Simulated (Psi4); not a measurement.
# F2O+ (SMILES F[O+]F), step by step

Wanted: a geometry optimisation (UB3LYP/aug-cc-pVDZ), then vibrational wavenumbers, then the energy (UMP2/def2-TZVPP), then the vertical excitations (TDA-B3LYP/aug-cc-pVDZ) of F2O+. 

The results are computed with Psi4 1.11.

## (1) Starting point

The species is F2O+ (3 atoms), typed as a doublet with charge +1. As SMILES, `F[O+]F`. The shape is that of a GFN2-xTB optimisation. The run starts from this shape.

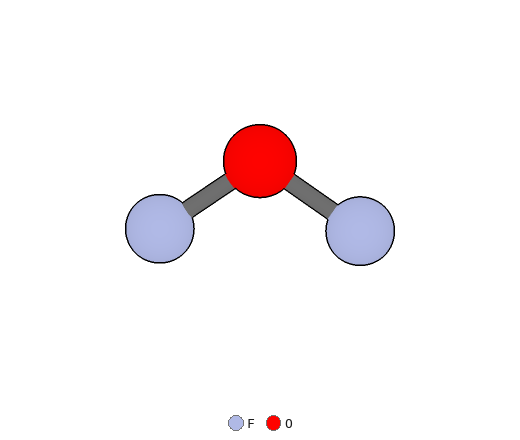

Viewed from a chosen angle; fluorine light blue, oxygen red.

## (2) A structure relaxation at UB3LYP/aug-cc-pVDZ (density fitting) (run 1)

The input, job.py:

```python
import psi4

psi4.set_memory('1600 MB')
psi4.set_num_threads(1)
psi4.core.set_output_file('run.log', False)

molecule = psi4.geometry("""
1 2
F      1.75427056    -0.56572731     0.90506543
O      0.00113384     0.91636599     0.10096807
F     -1.75540439    -0.35061979    -1.00605239
units au
""")

options = {'reference': 'uks', 'geom_maxiter': 60}
psi4.set_options(options)

result, w = psi4.optimize('b3lyp/aug-cc-pVDZ', return_wfn=True)
print(f'total energy {result:.8f} hartree = {result * 27.211386:.5f} eV')
print(molecule.to_string(dtype='xyz', units='Angstrom'))
```

Started as:

```
$ python job.py
```

run.log:

```text
gradient() will perform analytic gradient computation.

   => Loading Basis Set <=

    Name: AUG-CC-PVDZ
    Role: ORBITAL
    Keyword: BASIS

         ---------------------------------------------------------
                                   SCF
                              UKS Reference
                        1 Threads,   1525 MiB Core
         ---------------------------------------------------------

  ==> Geometry <==

    Molecular point group: cs
    Full point group: Cs

[... 163 lines left out ...]
  Energy and wave function converged.
[... 338 lines left out ...]
   @DF-UKS iter   8:  -274.22068449046543   -2.75622e-09   2.05230e-07 DIIS
[... 241 lines left out ...]
   @DF-UKS iter   4:  -274.22094863892573   -6.59600e-06   1.06945e-05 DIIS
[... 241 lines left out ...]
   @DF-UKS iter   0:  -274.22262444540900   -2.74223e+02   2.72371e-04
[... 192 lines left out ...]
	  Convergence Criteria     1.00e-06 *    3.00e-04 *             o    1.20e-03 *             o
[... 4 lines left out ...]
Next Geometry in Ang
	Fragment 1 (Ang)

	    F   1.0522129939  -0.2882688288   0.0000000000
	    O   0.0296282534   0.5480296058   0.0000000000
	    F  -1.0771582540  -0.1731359051   0.0000000000

    Final optimized geometry and variables:
    Molecular point group: cs
    Full point group: Cs

    Geometry (in Bohr), charge = 1, multiplicity = 2:

    F            1.989024919502    -0.544700098542     0.000000000000
    O            0.055977502378     1.035458249368     0.000000000000
    F           -2.036152847227    -0.327060867310     0.000000000000

[set-up sections that repeat, and orbital energies of the middle runs, are left out above]
```

The script printed:

```text
Some dependencies such as QCElemental have not yet finished migration to pydantic v2. If issues are encountered please downgrade pydantic or upgrade QCElemental as appropriate
Optimizer: Optimization complete!
total energy -274.22097546 hartree = -7461.93281 eV
3
1 2 F2O
F                     1.052546658855    -0.288242878798     0.000000000000
O                     0.029622018569     0.547940908166     0.000000000000
F                    -1.077485684193    -0.173073157482     0.000000000000
```

Wall time 23 s (1 thread of Intel Xeon Platinum 8259CL at 2.50GHz (Skylake/Cascade Lake), shared host); peak memory 0.37 GiB.

Steps, from the record of the run:

```csv
step,energy from the first frame kept (eV),largest force (eV/Å)
0,0.0000,2.4681
1,-0.0581,0.5729
2,-0.0653,0.1401
3,-0.0661,0.0128
```

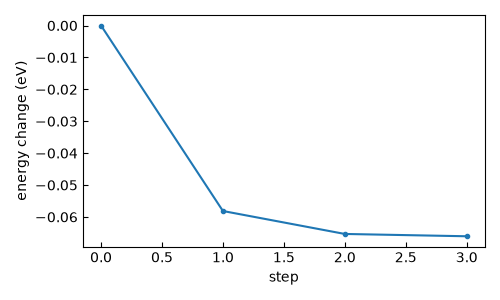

Energy along the run.

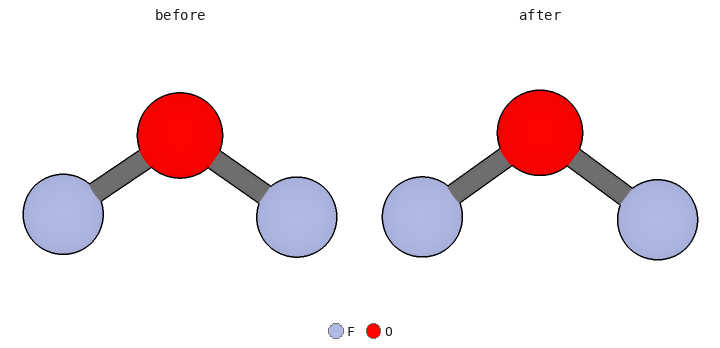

Before and after, at one scale.

After the run. Bond lengths: F1–O2 1.321 Å, O2–F3 1.321 Å. Angles: F1–O2–F3 107.7°.

## (3) Vibrational wavenumbers at UB3LYP/aug-cc-pVDZ (density fitting) (run 2)

The input, job.dat:

```
memory 1.6 GB

molecule m {
  1 2
  F      0.935026    -0.313898     0.481045
  O      0.000656     0.518466     0.057134
  F     -0.935673    -0.199255    -0.537604
  units angstrom
  symmetry c1
}

set {
  basis                      aug-cc-pVDZ
  reference                  uks
  t                          400.0
  rotational_symmetry_number 2
}

frequencies("b3lyp")
print_variables()
```

Started as:

```
$ psi4 -n 1 job.dat job.out
```

job.out:

```text
Psi4 1.11 release

         ----------------------------------------------------------
                                   FINDIF
         ----------------------------------------------------------

[... 506 lines left out ...]
    Final Occupation by Irrep:
[... 599 lines left out ...]
   @S^2 Observed:                7.531838885E-01
[... 576 lines left out ...]
  Energy and wave function converged.
[... 616 lines left out ...]
   @DF-UKS iter  10:  -274.22097515440475   -2.88808e-08   5.55237e-07 DIIS
[... 666 lines left out ...]
  "SCF DIPOLE"                   =>       0.012345909029 ... 0.000000000000 1 by 3
[... 3 lines left out ...]
    Psi4 run time: 0:01:15.08

[set-up sections that repeat, and orbital energies of the middle runs, are left out above]
```

On the terminal:

```text
Warning: used thermodynamics relations inappropriate for low-frequency modes: ['568.2338']
```

Wall time 77 s (1 thread of Intel Xeon Platinum 8259CL at 2.50GHz (Skylake/Cascade Lake), shared host); peak memory 0.36 GiB.

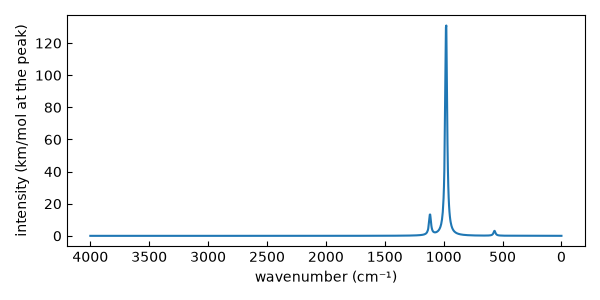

Harmonic infrared spectrum, unscaled, lines broadened by 10 cm⁻¹.

## (4) The energy at UMP2/def2-TZVPP (density fitting, density fitting for correlation) (run 3)

The input, calc.dat:

```
memory 1.6 GB

molecule {
  1 2
  F
  O 1 1.321203
  F 2 1.321192 1 107.6614
}

set {
  basis def2-TZVPP
  reference uhf
  num_frozen_docc 3
}

energy('mp2')
```

Started as:

```
$ psi4 -i calc.dat -o calc.out -n 1
```

calc.out:

```text
Psi4 1.11 release

    SCF Algorithm Type (re)set to DF.

   => Loading Basis Set <=

    Name: DEF2-TZVPP
    Role: ORBITAL
    Keyword: BASIS

         ---------------------------------------------------------
                                   SCF
                              UHF Reference
                        1 Threads,   1525 MiB Core
         ---------------------------------------------------------

  ==> Geometry <==

    Molecular point group: cs
    Full point group: Cs

[... 95 lines left out ...]
   @DF-UHF iter SAD:  -273.04309735378268   -2.73043e+02   0.00000e+00
[... 10 lines left out ...]
   @DF-UHF iter  11:  -273.12559599506915   -1.95633e-05   1.11786e-05 DIIS
[... 13 lines left out ...]
   @S^2 Expected:                7.500000000E-01
[... 77 lines left out ...]
 Dipole Y            :          0.0507685           -0.2587672           -0.2079987
[... 49 lines left out ...]
	 SCS Total Energy          =    -273.8065933232534803 [Eh]
[... 2 lines left out ...]
	total time  =          1 seconds =       0.02 minutes

    Psi4 run time: 0:00:02.19
```

Wall time 3.9 s (1 thread of Intel Xeon Platinum 8259CL at 2.50GHz (Skylake/Cascade Lake), shared host); peak memory 0.21 GiB.

## (5) The vertical excitations at TDA-B3LYP/aug-cc-pVDZ (density fitting, save jk yes) (run 4)

The input, f2o.xyz:

```xyz
3
F2O
F      0.935026    -0.313898     0.481045
O      0.000656     0.518466     0.057134
F     -0.935673    -0.199255    -0.537604
```

The input, run.py:

```python
import psi4

psi4.set_memory('1600 MB')
psi4.set_num_threads(1)
psi4.core.set_output_file('run.log', False)

with open('f2o.xyz') as f:
    atoms = ''.join(f.readlines()[2:])
geom = psi4.geometry('1 2\n' + atoms + 'symmetry c1')

psi4.set_options({
    'basis': 'aug-cc-pVDZ',
    'reference': 'uks',
    'save_jk': True,
})

from psi4.driver.procrouting.response.scf_response import tdscf_excitations
E, wfn = psi4.energy('b3lyp', return_wfn=True)
states = tdscf_excitations(wfn, states=4, tda=True)
for k, s in enumerate(states, 1):
    print(f"root {k}: {s['EXCITATION ENERGY'] * 27.211386:.4f} eV  f = {s['OSCILLATOR STRENGTH (LEN)']:.4f}  {s['SYMMETRY']}")
print('E =', round(E, 9))
```

Started as:

```
$ python run.py
```

run.log:

```text
=> Loading Basis Set <=

    Name: AUG-CC-PVDZ
    Role: ORBITAL
    Keyword: BASIS

         ---------------------------------------------------------
                                   SCF
                              UKS Reference
                        1 Threads,   1525 MiB Core
         ---------------------------------------------------------

  ==> Geometry <==

    Molecular point group: c1
    Full point group: Cs

    Geometry (in Angstrom), charge = 1, multiplicity = 2:

[... 146 lines left out ...]
   @DF-UKS iter SAD:  -274.54255494465514   -2.74543e+02   0.00000e+00
[... 8 lines left out ...]
   @DF-UKS iter   9:  -274.22097542833791   -5.70603e-07   1.89118e-06 DIIS
[... 57 lines left out ...]
  @DF-UKS Final Energy:  -274.22097545803922
[... 34 lines left out ...]
 Dipole Y            :         -0.2092058            0.4378171            0.2286113
[... 90 lines left out ...]
Excited State    4 (1 A):   0.20797 au   219.08 nm f = 0.0002
[... 7 lines left out ...]
******************************************************************************************
**********                               WARNING                                **********
**********       The names of excited state variables changed between 1.5       **********
**********     and 1.6. For a quick solution, remove the symmetry specifier     **********
**********   from the variable name. For full details, see 'Notes on Psivars'   **********
**********                        in the documentation.                         **********
******************************************************************************************
```

The script printed:

```text
root 1: 3.4810 eV  f = 0.0004  A
root 2: 3.6735 eV  f = 0.0000  A
root 3: 4.5377 eV  f = 0.0304  A
root 4: 5.6593 eV  f = 0.0002  A
E = -274.220975458
```

Wall time 16 s (1 thread of Intel Xeon Platinum 8259CL at 2.50GHz (Skylake/Cascade Lake), shared host); peak memory 0.35 GiB.

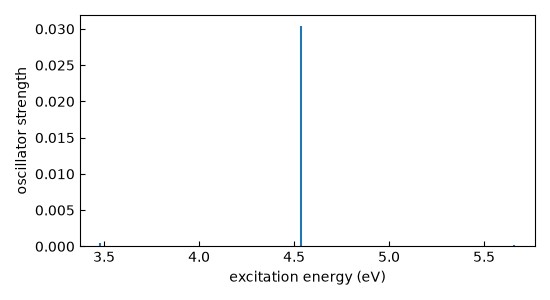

Vertical excitations as sticks.

The roots found:

```csv
excited state,energy (eV),strength,label
1,3.481,0.0004,A 1
2,3.674,0.0000,A 1
3,4.538,0.0304,A 1
4,5.659,0.0002,A 1
```

## (6) Outcome

```
                                                                                   quantity             value
                                         run 1, UB3LYP/aug-cc-pVDZ: total energy at the end     -274.22098 Eh
                              run 1, UB3LYP/aug-cc-pVDZ: HOMO energy (highest over α and β)         -21.27 eV
                               run 1, UB3LYP/aug-cc-pVDZ: LUMO energy (lowest over α and β)         -16.66 eV
                                                            run 1, UB3LYP/aug-cc-pVDZ: ⟨S²⟩             0.753
                                      run 2, UB3LYP/aug-cc-pVDZ: lowest harmonic wavenumber          568 cm⁻¹
                                     run 2, UB3LYP/aug-cc-pVDZ: highest harmonic wavenumber         1116 cm⁻¹
                                               run 2, UB3LYP/aug-cc-pVDZ: zero-point energy       15.9 kJ/mol
          run 2, UB3LYP/aug-cc-pVDZ: ideal-gas entropy at 400 K (symmetry number 2 as used)  62.7 cal/(mol K)
                                                       run 3, UMP2/def2-TZVPP: total energy     -273.82491 Eh
         run 3, UMP2/def2-TZVPP: HOMO energy (Hartree–Fock orbitals) (highest over α and β)         -28.32 eV
          run 3, UMP2/def2-TZVPP: LUMO energy (Hartree–Fock orbitals) (lowest over α and β)          -9.51 eV
                        run 3, UMP2/def2-TZVPP: correlation energy (3 core orbitals frozen)        -699.3 mEh
                                                               run 3, UMP2/def2-TZVPP: ⟨S²⟩             0.822
                            run 4, TDA-B3LYP/aug-cc-pVDZ: ground-state or mean-field energy     -274.22098 Eh
run 4, TDA-B3LYP/aug-cc-pVDZ: HOMO energy (B3LYP Kohn–Sham orbitals) (highest over α and β)         -21.27 eV
 run 4, TDA-B3LYP/aug-cc-pVDZ: LUMO energy (B3LYP Kohn–Sham orbitals) (lowest over α and β)         -16.66 eV
                                                         run 4, TDA-B3LYP/aug-cc-pVDZ: ⟨S²⟩             0.753
                                     run 4, TDA-B3LYP/aug-cc-pVDZ: lowest excitation energy           3.48 eV
```

In words: The optimisation (run 1, UB3LYP/aug-cc-pVDZ) took 4 steps and changed the energy by -0.066 eV. All 3 modes are real, so the shape is a minimum at this level. The brightest of the 4 transitions from the ground state lies at 4.54 eV (273 nm, f = 0.030); the lowest, at 3.48 eV, has f = 0.000.
